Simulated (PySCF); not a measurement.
## NMR shielding calculation of B$_{2}$Si$_{2}$H$_{8}$

B$_{2}$Si$_{2}$H$_{8}$, SMILES BB([SiH3])[SiH3], computed with GIAO PBE0/pcSseg-2 NMR shielding, non-relativistic, gas phase (PySCF 2.14.0).

The geometry comes from this level: PBE0-D3(BJ)/def2-SVP. Figures and captions count atoms from 1; the log counts them from 0 in places.

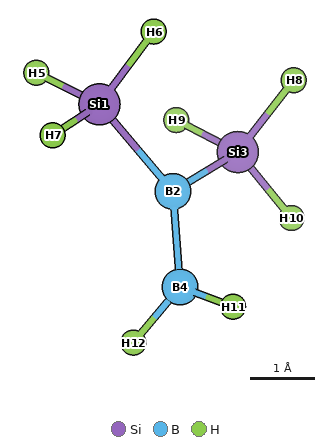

*The structure (ball-and-stick view, seen at a tilt; atoms are numbered from 1 in the order of the input).*

## Results in brief

```tsv
quantity	value
outcome	converged
total energy	−633.138523 hartree
HOMO	−8.09 eV
LUMO	−2.61 eV
dipole moment	0.05 D
isotropic shielding, Si	450.0 to 450.1 ppm
isotropic shielding, B	−57.7 to −0.3 ppm
isotropic shielding, H	21.8 to 27.2 ppm
hardware	1 CPU thread, shared host
wall time	35 s
peak memory	1 GiB
```

## The input
```
{"job": {"kind": "nmr", "xc": "PBE0", "basis": "pcSseg-2"}, "charge": 0, "multiplicity": 1}
Si     1.777931    -0.493722    -0.296825
B     -0.015884     0.298539     0.180507
Si    -1.637128    -0.681445    -0.516563
B     -0.152267     1.635393     1.075439
H      1.894535    -0.540845    -1.790006
H      1.835011    -1.899239     0.220355
H      2.958133     0.250386     0.240813
H     -1.610767    -2.083199     0.012307
H     -1.551141    -0.744345    -2.011446
H     -2.950292    -0.068025    -0.149252
H     -0.230963     1.576554     2.285347
H     -0.183683     2.743544     0.582896
```

The first line tells a small driver script what to run in PySCF; the rest is the geometry in Å.

Launched with:
```bash
OMP_NUM_THREADS=1 python <driver script> task.json out
```

## Log
```
coarse grid: 10384 points
cycle   1  E = -633.1107746122  dE = -2.444e-01  |g| = 2.227e-01  |ddm| = 2.363e+00
cycle   2  E = -633.1160676781  dE = -5.293e-03  |g| = 1.648e-01  |ddm| = 4.327e-01
cycle   3  E = -633.1247817527  dE = -8.714e-03  |g| = 3.373e-02  |ddm| = 2.548e-01
cycle   4  E = -633.1252139373  dE = -4.322e-04  |g| = 7.552e-03  |ddm| = 5.312e-02
cycle   5  E = -633.1252300033  dE = -1.607e-05  |g| = 2.162e-03  |ddm| = 1.166e-02
cycle   6  E = -633.1252316234  dE = -1.620e-06  |g| = 4.972e-04  |ddm| = 2.708e-03
final grid: 89248 points
cycle   7  E = -633.1385206195  dE = -4.109e-05  |g| = 2.868e-03  |ddm| = 2.207e-02
cycle   8  E = -633.1385205611  dE =  5.839e-08  |g| = 2.663e-03  |ddm| = 6.591e-03
cycle   9  E = -633.1385232475  dE = -2.686e-06  |g| = 3.128e-04  |ddm| = 3.769e-03
cycle  10  E = -633.1385232744  dE = -2.690e-08  |g| = 7.947e-05  |ddm| = 4.117e-04
cycle  11  E = -633.1385232761  dE = -1.628e-09  |g| = 3.302e-05  |ddm| = 1.134e-04
cycle  12  E = -633.1385232765  dE = -3.757e-10  |g| = 4.037e-06  |ddm| = 3.700e-05
```

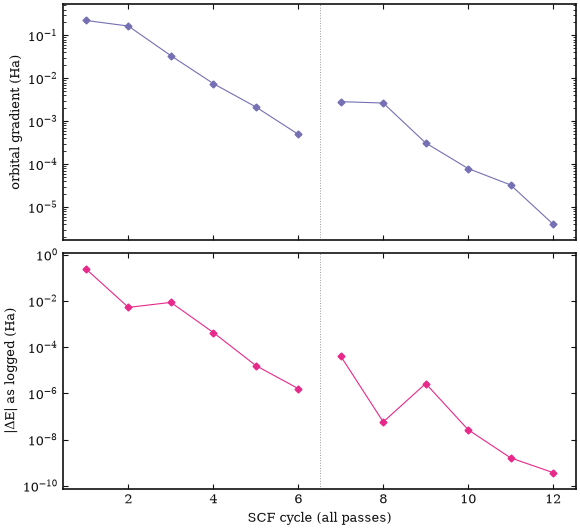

*Convergence of the self-consistent field: orbital gradient and size of the energy change against the SCF cycle. The dotted line marks the change from a coarse to the final integration grid.*

The first 6 cycles use a coarse grid, the final grid takes over at cycle 7, and the field converges after 12 cycles in all.

```
converged SCF energy = -633.1385232765

GIAO shielding tensors (ppm)
atom      isotropic    diamagn.    paramagn.     s11        s22        s33       span
  0 Si     449.974     879.206    -429.232    442.152    446.057    461.714     19.561
  1 B      -57.669     201.568    -259.237   -209.469    -92.240    128.702    338.171
  2 Si     450.095     879.238    -429.143    442.649    445.994    461.642     18.993
  3 B       -0.335     192.219    -192.554   -132.337     13.578    117.752    250.089
  4 H       27.203      28.702      -1.499     24.208     26.411     30.990      6.783
  5 H       27.196      28.710      -1.514     24.197     26.409     30.983      6.785
  6 H       27.108      28.444      -1.336     24.523     25.279     31.523      7.000
  7 H       27.205      28.733      -1.528     24.204     26.411     30.999      6.795
  8 H       27.203      28.718      -1.514     24.206     26.414     30.990      6.784
  9 H       27.113      28.472      -1.359     24.528     25.289     31.523      6.995
 10 H       21.792      28.847      -7.055     10.631     25.321     29.425     18.795
 11 H       21.800      28.862      -7.062     10.712     25.318     29.371     18.659
```

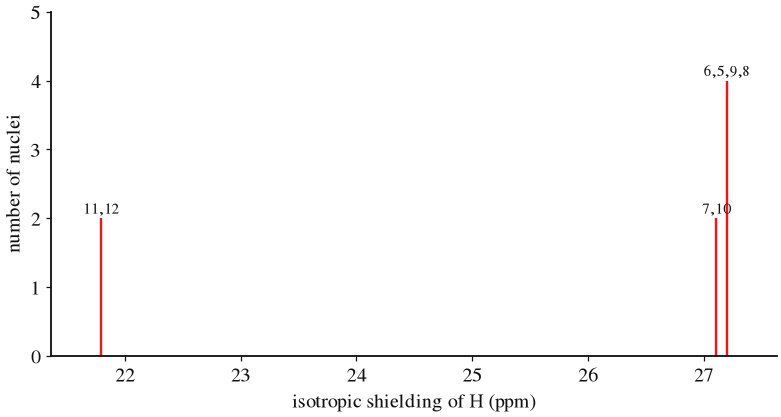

*Isotropic shieldings of the hydrogen nuclei in this fixed geometry, labelled by atom number; shielding grows to the right, so chemical shift grows to the left.*

The least shielded is H11 (21.8 ppm), the most shielded H8 (27.2 ppm).

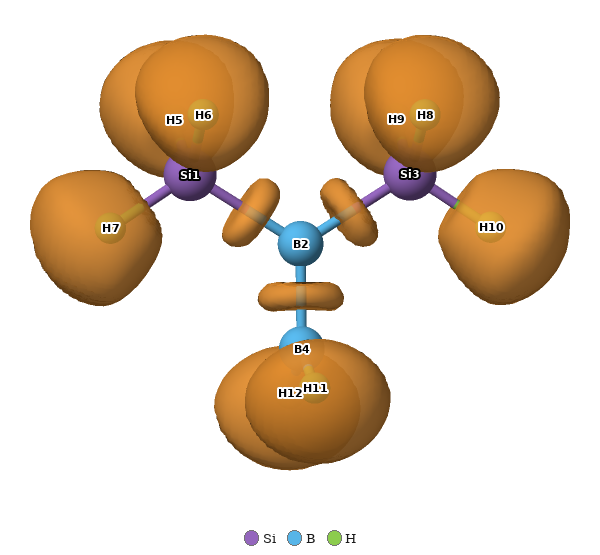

*Isosurface of the ELF at 0.9 (orange), seen at a tilt. Only the valence region is drawn (cores and ρ < 0.01 e/Å³ removed).*

Along the contacts the grid gives the following. Si–B (2.02 Å): the ELF peaks at about 1 between the atoms, which marks a shared electron pair.

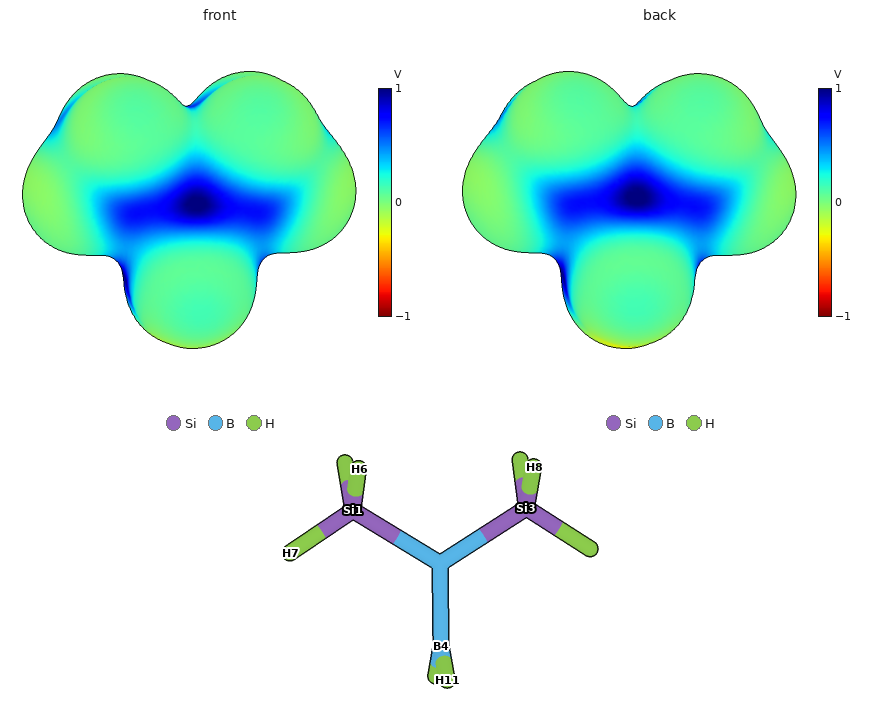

*The molecular electrostatic potential painted on the density surface at 0.001 e/bohr³, seen at a tilt and from behind; the colour scale runs from red (negative) to blue (positive). The bare structure is drawn below in the same view.*

A positive charge is drawn to the negative regions and a negative charge to the positive ones.

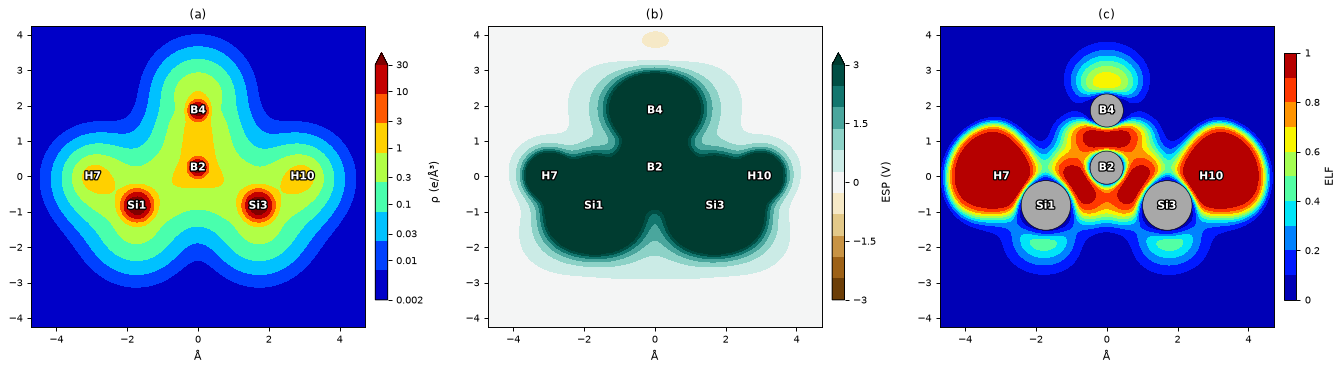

*(a) total electron density; (b) molecular electrostatic potential; (c) ELF on the plane of atoms Si3, B2 and B4. Grey discs, where drawn, cover atomic cores.*

Si–B (2.02 Å): ρ at the midpoint is about 0.75 e/Å³; the ELF peaks at about 1 between the atoms, which marks localised, shared-pair bonding.
